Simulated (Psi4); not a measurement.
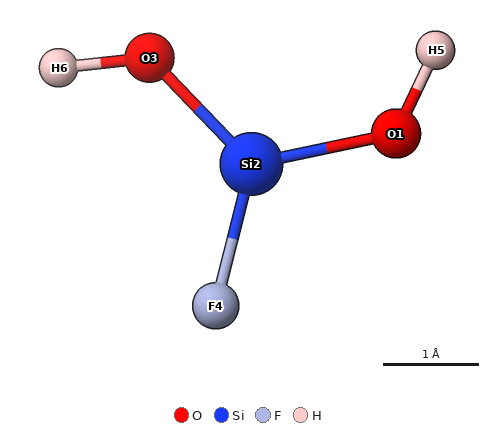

The input geometry (ball-and-stick view, seen on its broad side; atoms are numbered from 1 in the order of the input).

# Single-point calculation of SiH2O2F

SiH2O2F, multiplicity 2, computed with r2SCAN-3c/def2-mTZVPP, UKS (Psi4 1.11).

The geometry was optimised with r2SCAN-3c/def2-mTZVPP.

The program's output:
```
Psi4 1.11 release

   => Loading Basis Set <=

    Name: DEF2-MTZVPP
    Role: ORBITAL
    Keyword: BASIS

   => R2SCAN3C: Empirical Dispersion <=

        a1 =       0.420000
        a2 =       5.650000
       alp =      16.000000
        s6 =       1.000000
        s8 =       0.000000
        s9 =       2.000000
        ga =       2.000000
        gc =       1.000000
        wf =       6.000000

         ---------------------------------------------------------
                                   SCF
                              UKS Reference
                        1 Threads,   1525 MiB Core
         ---------------------------------------------------------

  ==> Geometry <==

    Molecular point group: c1
    Full point group: C1

    Geometry (in Bohr), charge = 0, multiplicity = 2:

       Center              X                  Y                   Z               Mass
    ------------   -----------------  -----------------  -----------------  -----------------
         O           -2.357335823881     1.790638079418    -0.242934174273    15.994914619570
         SI          -0.031757593881    -0.004356080582     0.065903765727    27.976926534650
         O            0.525456496119    -1.454335370582     2.583582105727    15.994914619570
         F            1.680020576119    -0.254138190582    -2.278118184273    18.998403162730
         H           -3.625574483881     2.172608419418     1.023195555727     1.007825032230
         H            1.910519926119    -2.598320770582     2.944119165727     1.007825032230

  Running in c1 symmetry.

  Rotational constants: A =      0.25629  B =      0.24762  C =      0.12594 [cm^-1]
  Rotational constants: A =   7683.27627  B =   7423.56719  C =   3775.59474 [MHz]
  Nuclear repulsion =  180.714249897025866

  Charge       = 0
  Multiplicity = 2
  Electrons    = 41
  Nalpha       = 21
  Nbeta        = 20

  ==> Algorithm <==

  SCF Algorithm Type is DF.
  DIIS enabled.
  MOM disabled.
  Fractional occupation disabled.
  Guess Type is SAD.
  Energy threshold   = 1.00e-06
  Density threshold  = 1.00e-06
  Integral threshold = 1.00e-12

  ==> Primary Basis <==

  Basis Set: DEF2-MTZVPP
    Blend: DEF2-MTZVPP
    Number of shells: 47
    Number of basis functions: 109
    Number of Cartesian functions: 117
    Spherical Harmonics?: true
    Max angular momentum: 2

  ==> DFT Potential <==

   => LibXC <=

    Version 7.1.2

   => Composite Functional: R2SCAN3C <=

    Deriv               =              1
    GGA                 =           TRUE
    Meta                =           TRUE

    Exchange Hybrid     =          FALSE
    MP2 Hybrid          =          FALSE

   => Exchange Functionals <=

    1.0000   XC_MGGA_X_R2SCAN

   => Correlation Functionals <=

    1.0000   XC_MGGA_C_R2SCAN

   => LibXC Density Thresholds  <==

    XC_MGGA_C_R2SCAN:  1.00E-15
    XC_MGGA_X_R2SCAN:  1.00E-11

   => Molecular Quadrature <=

    Radial Scheme          =       TREUTLER
    Pruning Scheme         =           NONE
    Nuclear Scheme         =       TREUTLER

    Blocking Scheme        =         OCTREE
    BS radius alpha        =              1
    Pruning alpha          =              1
    Radial Points          =             75
    Spherical Points       =            302
    Total Points           =         130889
    Total Blocks           =           1027
    Max Points             =            256
    Max Functions          =            105
    Weights Tolerance      =       1.00E-15

   => Loading Basis Set <=

    Name: (DEF2-MTZVPP AUX)
    Role: JKFIT
    Keyword: DF_BASIS_SCF

  ==> Integral Setup <==

  DFHelper Memory: AOs need 0.038 GiB; user supplied 0.319 GiB.
  SCF_SUBTYPE=INCORE selected. In-core MEM_DF algorithm will be used.
  Using in-core AOs.

  ==> MemDFJK: Density-Fitted J/K Matrices <==

    J tasked:                   Yes
    K tasked:                    No
    wK tasked:                   No
    Memory [MiB]:               326
    Algorithm:                 Core
    Schwarz Cutoff:           1E-12
    Mask sparsity (%):       1.6497
    Fitting Condition:        1E-10

   => Auxiliary Basis Set <=

  Basis Set: (DEF2-MTZVPP AUX)
    Blend: DEF2-UNIVERSAL-JKFIT
    Number of shells: 125
    Number of basis functions: 395
    Number of Cartesian functions: 474
    Spherical Harmonics?: true
    Max angular momentum: 4

  Cached 100.0% of DFT collocation blocks in 0.799 [GiB].

  Minimum eigenvalue in the overlap matrix is 6.5715236236E-04.
  Reciprocal condition number of the overlap matrix is 1.2889200631E-04.
    Using symmetric orthogonalization.

  ==> Pre-Iterations <==

  SCF Guess: Superposition of Atomic Densities via on-the-fly atomic UHF (no occupation information).

   -------------------------
    Irrep   Nso     Nmo
   -------------------------
     A        109     109
   -------------------------
    Total     109     109
   -------------------------

  ==> Iterations <==

                           Total Energy        Delta E     RMS |[F,P]|

   @DF-UKS iter SAD:  -540.69174523931781   -5.40692e+02   0.00000e+00
   @DF-UKS iter   1:  -540.59953792359988    9.22073e-02   1.00925e-02 ADIIS/DIIS
   @DF-UKS iter   2:  -539.66616166558606    9.33376e-01   1.71377e-02 ADIIS/DIIS
   @DF-UKS iter   3:  -540.99446381682253   -1.32830e+00   1.53489e-03 ADIIS/DIIS
   @DF-UKS iter   4:  -541.00160133024008   -7.13751e-03   1.10997e-03 ADIIS/DIIS
   @DF-UKS iter   5:  -541.00592233092948   -4.32100e-03   2.75932e-04 ADIIS/DIIS
   @DF-UKS iter   6:  -541.00623005866646   -3.07728e-04   4.99643e-05 DIIS
   @DF-UKS iter   7:  -541.00624255259766   -1.24939e-05   7.52281e-06 DIIS
   @DF-UKS iter   8:  -541.00624285483013   -3.02232e-07   3.33505e-06 DIIS
   @DF-UKS iter   9:  -541.00624288225583   -2.74257e-08   2.70376e-06 DIIS
   @DF-UKS iter  10:  -541.00624291384679   -3.15910e-08   3.49315e-07 DIIS
  Energy and wave function converged.

  ==> Post-Iterations <==

   Electrons on quadrature grid:
      Nalpha   =   20.9999936276 ; deviation = -6.372e-06
      Nbeta    =   20.0000010252 ; deviation = 1.025e-06
      Ntotal   =   40.9999946528 ; deviation = -5.347e-06

   @Spin Contamination Metric:   9.170336418E-03
   @S^2 Expected:                7.500000000E-01
   @S^2 Observed:                7.591703364E-01
   @S   Expected:                5.000000000E-01
   @S   Observed:                5.000000000E-01

    Orbital Energies [Eh]
    ---------------------

    Alpha Occupied:

       1A    -65.915134     2A    -24.493920     3A    -18.986816
       4A    -18.984772     5A     -5.268171     6A     -3.611762
       7A     -3.611441     8A     -3.609668     9A     -1.173408
      10A     -1.014989    11A     -0.998849    12A     -0.583099
      13A     -0.539533    14A     -0.484640    15A     -0.426425
      16A     -0.417396    17A     -0.373120    18A     -0.362380
      19A     -0.360252    20A     -0.334104    21A     -0.103787

    Alpha Virtual:

      22A     -0.056630    23A      0.037695    24A      0.051943
      25A      0.105244    26A      0.136740    27A      0.170333
      28A      0.191767    29A      0.271322    30A      0.277445
      31A      0.281283    32A      0.317590    33A      0.336645
      34A      0.390732    35A      0.418570    36A      0.425620
      37A      0.446514    38A      0.468810    39A      0.507409
      40A      0.545573    41A      0.553603    42A      0.557877
      43A      0.575091    44A      0.613700    45A      0.645598
      46A      0.656643    47A      0.674033    48A      0.728597
      49A      0.743601    50A      0.752267    51A      0.788864
      52A      0.800511    53A      0.820534    54A      0.864144
      55A      0.928877    56A      0.944312    57A      0.971390
      58A      1.011122    59A      1.019671    60A      1.117676
      61A      1.287487    62A      1.318406    63A      1.318606
      64A      1.370333    65A      1.407107    66A      1.434426
      67A      1.447916    68A      1.504242    69A      1.595766
      70A      1.627401    71A      1.685111    72A      1.776154
      73A      2.104862    74A      2.118555    75A      2.205914
      76A      2.277319    77A      2.494041    78A      2.521957
      79A      2.629209    80A      2.666404    81A      2.717247
      82A      2.781096    83A      2.828017    84A      2.870577
      85A      2.878476    86A      2.906030    87A      2.986134
      88A      3.024777    89A      3.046724    90A      3.069418
      91A      3.097309    92A      3.194495    93A      3.219116
      94A      3.286731    95A      3.349244    96A      3.372198
      97A      3.373041    98A      3.413471    99A      3.476820
     100A      3.554383   101A      3.715997   102A      3.767586
     103A      4.394115   104A      4.464167   105A      4.480248
     106A     10.925685   107A     43.371642   108A     43.566499
     109A     57.252304

    Beta Occupied:

       1A    -65.913767     2A    -24.490965     3A    -18.984085
       4A    -18.982073     5A     -5.265988     6A     -3.609083
       7A     -3.608305     8A     -3.607345     9A     -1.167629
      10A     -1.009420    11A     -0.993960    12A     -0.573035
      13A     -0.533678    14A     -0.476493    15A     -0.418768
      16A     -0.414217    17A     -0.367548    18A     -0.356796
      19A     -0.355413    20A     -0.334866

    Beta Virtual:

      21A     -0.036809    22A      0.013283    23A      0.057210
      24A      0.076113    25A      0.130509    26A      0.154559
      27A      0.191501    28A      0.220551    29A      0.284584
      30A      0.295444    31A      0.306720    32A      0.346065
      33A      0.355286    34A      0.404824    35A      0.434093
      36A      0.442020    37A      0.461003    38A      0.481376
      39A      0.517268    40A      0.560189    41A      0.567872
      42A      0.571422    43A      0.591358    44A      0.628551
      45A      0.662723    46A      0.666784    47A      0.683619
      48A      0.740230    49A      0.752150    50A      0.762091
      51A      0.805040    52A      0.806782    53A      0.823288
      54A      0.874216    55A      0.935917    56A      0.963267
      57A      0.992875    58A      1.022504    59A      1.032078
      60A      1.128145    61A      1.299430    62A      1.336917
      63A      1.339103    64A      1.391198    65A      1.424569
      66A      1.446309    67A      1.460289    68A      1.515360
      69A      1.610187    70A      1.638245    71A      1.698434
      72A      1.787068    73A      2.113938    74A      2.127593
      75A      2.216967    76A      2.289813    77A      2.504067
      78A      2.533191    79A      2.639280    80A      2.675043
      81A      2.727953    82A      2.793335    83A      2.837611
      84A      2.881275    85A      2.889502    86A      2.917066
      87A      2.994224    88A      3.028959    89A      3.051695
      90A      3.082835    91A      3.109371    92A      3.209350
      93A      3.227027    94A      3.296118    95A      3.363771
      96A      3.380014    97A      3.386401    98A      3.423777
      99A      3.490233   100A      3.569486   101A      3.734720
     102A      3.783370   103A      4.409185   104A      4.473312
     105A      4.489568   106A     10.931002   107A     43.373124
     108A     43.568143   109A     57.254135

    Final Occupation by Irrep:
              A
    DOCC [    20 ]
    SOCC [     1 ]
    NA   [    21 ]
    NB   [    20 ]

  @DF-UKS Final Energy:  -541.00624291384679

   => Energetics <=

    Nuclear Repulsion Energy =            180.7142498970258657
    One-Electron Energy =               -1108.6442107182269865
    Two-Electron Energy =                 436.2793857016980610
    DFT Exchange-Correlation Energy =     -49.3598275230733350
    Empirical Dispersion Energy =           0.0041597287296003
    VV10 Nonlocal Energy =                  0.0000000000000000
    Total Energy =                       -541.0062429138467905

  UHF NO Occupations:
  HONO-2 :   19  A 1.9996622
  HONO-1 :   20  A 1.9960262
  HONO-0 :   21  A 1.0000000
  LUNO+0 :   22  A 0.0039738
  LUNO+1 :   23  A 0.0003378
  LUNO+2 :   24  A 0.0000820
  LUNO+3 :   25  A 0.0000486

Computation Completed

Properties will be evaluated at   0.000000,   0.000000,   0.000000 [a0]

Properties computed using the SCF density matrix

 Multipole Moments:

 ------------------------------------------------------------------------------------
     Multipole            Electronic (a.u.)      Nuclear  (a.u.)        Total (a.u.)
 ------------------------------------------------------------------------------------

 L = 1.  Multiply by 2.5417464519 to convert [e a0] to [Debye]
 Dipole X            :          1.5613886           -1.6945103           -0.1331217
 Dipole Y            :         -0.1319046           -0.0835195           -0.2154241
 Dipole Z            :         -2.3712235            3.1120872            0.7408637
 Magnitude           :                                                    0.7829483

 ------------------------------------------------------------------------------------

	total time  =         29 seconds =       0.48 minutes

  Variable Map:
  ----------------------------------------------------------------------------
  "CURRENT ENERGY"                        =>    -541.006242913847
  "CURRENT REFERENCE ENERGY"              =>    -541.006242913847
  "DD SOLVATION ENERGY"                   =>       0.000000000000
  "DFT FUNCTIONAL TOTAL ENERGY"           =>    -541.010402642576
  "DFT TOTAL ENERGY"                      =>    -541.006242913847
  "DFT VV10 ENERGY"                       =>       0.000000000000
  "DFT XC ENERGY"                         =>     -49.359827523073
  "DISPERSION CORRECTION ENERGY"          =>       0.004159728730
  "GRID ELECTRONS ALPHA"                  =>      20.999993627599
  "GRID ELECTRONS BETA"                   =>      20.000001025178
  "GRID ELECTRONS TOTAL"                  =>      40.999994652777
  "NUCLEAR REPULSION ENERGY"              =>     180.714249897026
  "ONE-ELECTRON ENERGY"                   =>   -1108.644210718227
  "PCM POLARIZATION ENERGY"               =>       0.000000000000
  "PE ENERGY"                             =>       0.000000000000
  "R2SCAN3C DISPERSION CORRECTION ENERGY" =>      -0.000972845070
  "SCF ITERATION ENERGY"                  =>    -541.006242913847
  "SCF ITERATIONS"                        =>      10.000000000000
  "SCF TOTAL ENERGY"                      =>    -541.006242913847
  "TWO-ELECTRON ENERGY"                   =>     436.279385701698
  "XC GRID RADIAL POINTS"                 =>      75.000000000000
  "XC GRID SPHERICAL POINTS"              =>     302.000000000000
  "XC GRID TOTAL POINTS"                  =>  130889.000000000000

  Array Variable Map:
  ----------------------------------------------------------------------------
  "CURRENT DIPOLE"                        =>      -0.133121729595 ... 0.740863740840 1 by 3
  "SCF DIPOLE"                            =>      -0.133121729595 ... 0.740863740840 1 by 3
  "SCF TOTAL ENERGIES"                    =>    -540.691745239318 ... -541.006242913847 1 by 11

    Psi4 run time: 0:00:29.18
```

This output came from the following input.

The input (calc.inp):
```
memory 1.6 GB

molecule {
  0 2
  O     -2.23766061     1.49441243    -1.00172681
  Si     0.08791762    -0.30058173    -0.69288887
  O      0.64513171    -1.75056102     1.82478947
  F      1.79969579    -0.55036384    -3.03691082
  H     -3.50589927     1.87638277     0.26440292
  H      2.03019514    -2.89454642     2.18532653
  units au
}

set reference uks

E, wfn = energy('r2scan-3c', return_wfn=True)
print_variables()
```

Launched with:
```bash
psi4 calc.inp calc.out -n 1
```

Summary:

| quantity | value |
| --- | --- |
| outcome | converged |
| total energy | −541.006243 hartree |
| dispersion energy | 0.004160 hartree |
| basis functions | 109 |
| ⟨S²⟩ | 0.759 |
| dipole moment | 1.99 D |
| hardware | 1 thread of Intel Xeon @ 2.90GHz (Ice Lake), 16 GiB of memory available, shared host |
| wall time | 32 s |
| peak memory | 1.1 GiB |
